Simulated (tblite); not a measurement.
## Geometry relaxation, with input and output: AlF4

- system: AlF4, multiplicity 2
- method: GFN2-xTB geometry optimisation, gas phase (tblite 0.8.0)

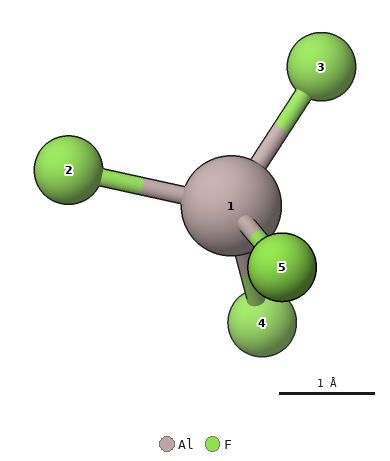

*The input geometry (ball-and-stick view, seen at a tilt; atoms are numbered from 1 in the order of the input). Sticks mark near contacts.*

Bond lengths as drawn: Al–F 1.76 to 1.80 Å.

### Summary

```csv
quantity,value
outcome,converged
total energy,−549.3414 eV
hardware,"1 CPU thread, shared host"
peak memory,0.17 GiB
```

### Input
```
{"job": {"kind": "relax", "xc": "GFN2-xTB", "basis": "xTB"}, "charge": 0, "multiplicity": 2}
Al     0.467615     0.853593     0.201802
F     -0.394500    -0.602775    -0.263484
F     -0.668747     2.211231     0.402001
F      1.667197     1.277530    -1.050466
F      1.329542     0.598861     1.755709
```

The first line tells a small driver script what to run in tblite; the rest is the geometry in Å.

Command:
```bash
OMP_NUM_THREADS=1 python <driver script> task.json out
```

### Output
```
step      E/eV     max force
  0    -548.96020    1.689
  1    -549.09638    1.438
  2    -549.25889    1.217
  3    -549.33439    0.302
  4    -549.34111    0.050
  5    -549.34127    0.011
  6    -549.34127    0.010
  7    -549.34133    0.020
  8    -549.34134    0.016
  9    -549.34135    0.004
```

### Trajectory as extended XYZ (Å, eV, eV/Å), 10 frames, from step=0 to step=9
```
5
Properties=species:S:1:pos:R:3:forces:R:3 step=0 energy=-548.96020
Al    0.4676    0.8536    0.2018    0.1630   0.1790   0.1050
F    -0.3945   -0.6028   -0.2635    0.7180   1.2100   0.3930
F    -0.6687    2.2112    0.4020    1.0260  -1.2330  -0.1800
F     1.6672    1.2775   -1.0505   -1.0940  -0.3900   1.1440
F     1.3295    0.5989    1.7557   -0.8130   0.2330  -1.4620
5
Properties=species:S:1:pos:R:3:forces:R:3 step=1 energy=-549.09638
Al    0.4699    0.8561    0.2033    0.1530   0.1600   0.1020
F    -0.3842   -0.5855   -0.2579    0.5970   1.0060   0.3280
F    -0.6541    2.1936    0.3994    0.8640  -1.0370  -0.1510
F     1.6516    1.2720   -1.0341   -0.9220  -0.3280   0.9650
F     1.3179    0.6022    1.7348   -0.6920   0.1990  -1.2440
5
Properties=species:S:1:pos:R:3:forces:R:3 step=2 energy=-549.25889
Al    0.4838    0.8707    0.2126   -0.2690  -0.2900  -0.1840
F    -0.3299   -0.4939   -0.2280   -0.3360  -0.5630  -0.1790
F    -0.5755    2.0993    0.3857   -0.7100   0.8050   0.1120
F     1.5677    1.2421   -0.9463    0.7430   0.2480  -0.8040
F     1.2549    0.6203    1.6216    0.5720  -0.2000   1.0550
5
Properties=species:S:1:pos:R:3:forces:R:3 step=3 energy=-549.33439
Al    0.4766    0.8630    0.2077    0.0550   0.0460   0.0420
F    -0.3525   -0.5321   -0.2404    0.1110   0.1860   0.0640
F    -0.6100    2.1404    0.3916    0.1590  -0.2000  -0.0290
F     1.6045    1.2551   -0.9850   -0.1780  -0.0660   0.1840
F     1.2827    0.6120    1.6716   -0.1480   0.0350  -0.2610
5
Properties=species:S:1:pos:R:3:forces:R:3 step=4 energy=-549.34111
Al    0.4779    0.8643    0.2087    0.0160   0.0110   0.0120
F    -0.3477   -0.5238   -0.2377    0.0200   0.0340   0.0150
F    -0.6033    2.1321    0.3904    0.0140  -0.0300  -0.0050
F     1.5971    1.2524   -0.9774   -0.0230  -0.0130   0.0200
F     1.2770    0.6135    1.6616   -0.0270  -0.0020  -0.0420
5
Properties=species:S:1:pos:R:3:forces:R:3 step=5 energy=-549.34127
Al    0.4783    0.8645    0.2089    0.0060   0.0060   0.0030
F    -0.3467   -0.5223   -0.2371    0.0040   0.0060   0.0060
F    -0.6022    2.1306    0.3902   -0.0110   0.0000  -0.0010
F     1.5959    1.2519   -0.9762    0.0040  -0.0030  -0.0090
F     1.2759    0.6137    1.6597   -0.0030  -0.0100   0.0020
5
Properties=species:S:1:pos:R:3:forces:R:3 step=6 energy=-549.34127
Al    0.4784    0.8646    0.2090    0.0060   0.0070   0.0010
F    -0.3467   -0.5222   -0.2370    0.0040   0.0060   0.0060
F    -0.6024    2.1306    0.3902   -0.0090  -0.0010  -0.0010
F     1.5960    1.2518   -0.9763    0.0030  -0.0030  -0.0080
F     1.2759    0.6135    1.6598   -0.0030  -0.0090   0.0020
5
Properties=species:S:1:pos:R:3:forces:R:3 step=7 energy=-549.34133
Al    0.4797    0.8662    0.2094   -0.0040   0.0150  -0.0120
F    -0.3459   -0.5208   -0.2358    0.0020   0.0030   0.0030
F    -0.6045    2.1304    0.3900    0.0050  -0.0100  -0.0030
F     1.5966    1.2511   -0.9780   -0.0060  -0.0030   0.0040
F     1.2752    0.6115    1.6600    0.0030  -0.0050   0.0070
5
Properties=species:S:1:pos:R:3:forces:R:3 step=8 energy=-549.34134
Al    0.4800    0.8669    0.2093   -0.0040   0.0110  -0.0100
F    -0.3456   -0.5203   -0.2353    0.0010   0.0010   0.0020
F    -0.6050    2.1302    0.3899    0.0050  -0.0080  -0.0030
F     1.5967    1.2508   -0.9785   -0.0050  -0.0010   0.0050
F     1.2749    0.6108    1.6601    0.0030  -0.0040   0.0060
5
Properties=species:S:1:pos:R:3:forces:R:3 step=9 energy=-549.34135
Al    0.4803    0.8677    0.2092   -0.0010   0.0020  -0.0030
F    -0.3452   -0.5197   -0.2348    0.0000  -0.0010   0.0010
F    -0.6054    2.1298    0.3897    0.0020  -0.0010  -0.0020
F     1.5967    1.2506   -0.9788   -0.0010   0.0010   0.0020
F     1.2748    0.6101    1.6603    0.0010  -0.0010   0.0020
```

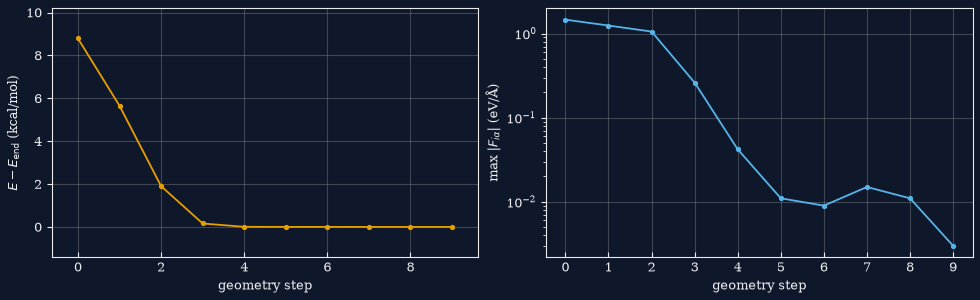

*Progress of the relaxation, step by step (steps are counted from 0).*

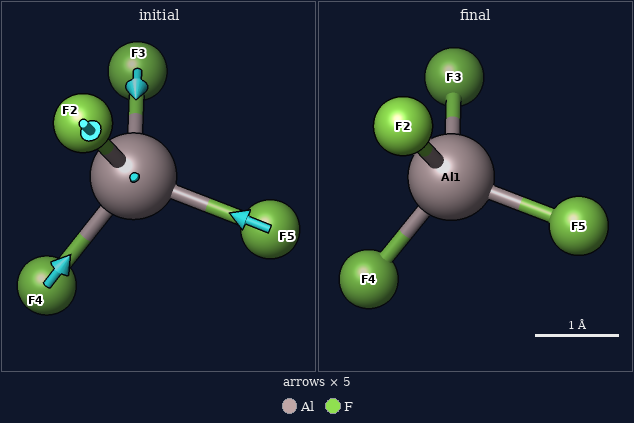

*Before (left) and after (right) the relaxation, at one scale (ball-and-stick view, seen at a tilt). The teal arrows give the displacements, magnified 5 times.*

F5 moves most after the best rigid fit: 0.11 Å. Largest moves by element: F 0.11 Å, Al 0.02 Å. Among the contacts that change: Al1–F5 1.795 → 1.674 Å, Al1–F4 1.785 → 1.675 Å, Al1–F3 1.782 → 1.675 Å, Al1–F2 1.755 → 1.674 Å. Over 9 geometry steps the energy falls by 8.79 kcal/mol. The largest force component goes from 1.5 to 0.003 eV/Å. (Atoms are counted from 1 in the order of the input.)
